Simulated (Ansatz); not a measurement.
Fields on a plane of AlAs (zinc blende)

```
CELL_PARAMETERS angstrom
      0.00000     2.83733     2.83733
      2.83733     0.00000     2.83733
      2.83733     2.83733     0.00000
ATOMIC_POSITIONS crystal
  As 0.75000 0.75000 0.75000
  Al 0.00000 0.00000 0.00000
```

The slice is a {110} plane (indices of the conventional cell) through the point (0.750, 0.750, 0.750) (fractional), spanned by u = [100] and v = [1 -1 -1] in vectors of this cell: u (4.01 Å) and v (5.67 Å, at 90° to u). It covers one period; positions are fractions (u, v).

Atoms on it: As at (0.00, 0.00); Al at (0.50, 0.75).

All values below come from PBEsol (plane waves to 420 eV, PAW, scalar-relativistic; Ansatz, a quantum-chemistry and plane-wave program). k mesh 10×10×10. Inside the PAW spheres the values are not all-electron values, and peaks at nuclei hang on which shells count as valence. AlAs was relaxed with its symmetry unable to fall.

```
|6677886633112233444433221133668877|
|8888774411113355666655331111447788|
|7766442211223344555544332211224466|
|4444221122333322111122333322112244|
|2222222233443311000011224433222222|
|2222224455663300000000336655442222|
|2222335577886611000011668877553322|
|3333446688998844222244889988664433|
|3333445577999977555577999977554433|
|3333445566777777666677777766554433|
|3333444444555544444444555544444433|
|3333333333333322222222333333333333|
|3333333322221111111111112222333333|
|3333332222111100000000111122223333|
|3333222211110000000000001111222233|
|3322221111000000000000000011112222|
|2222221111000000000000000011112222|
|2222111100000000000000000000111122|
|2222221111000000000000000011112222|
|4444332211000000000000000011223344|
|7777664422110000000000001122446677|
|8899997744221100000000112244779999|
|6677998844221111111111112244889977|
|5566887744221122222222112244778866|
```
Scale: ten equal steps from 0.017 (start of '0') to 0.100 (end of '9'), in the order '0123456789'. Values: density of the lowest conduction band (whole band as if filled, smooth part) in e/Å³. The map has 17 points along u (two characters each, u = 0 at the left) and 24 along v (v = 0 in the bottom row). 

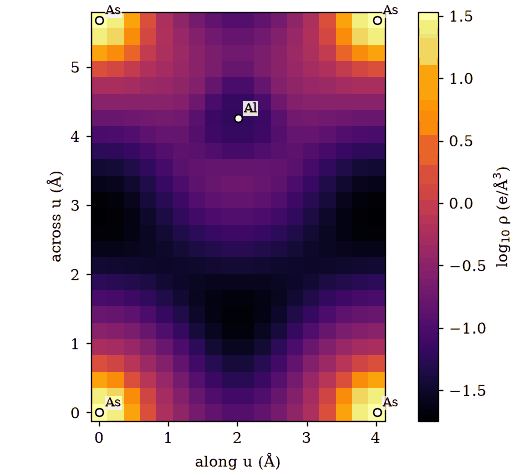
*Log₁₀ of the valence density in e/Å³, one period of the plane, atoms marked. The scale is logarithmic, as a density can span decades between atoms and voids.*

The density on the As–Al line (2.46 Å) at its midpoint comes out as 0.47 e/Å³ and the ELF at that point is 0.9. ELF maximum in the middle third of the As–Al line: 0.92, 1.5 Å from As. Element round which the density of the highest valence band (whole band, smooth part) is largest on this plane: As.
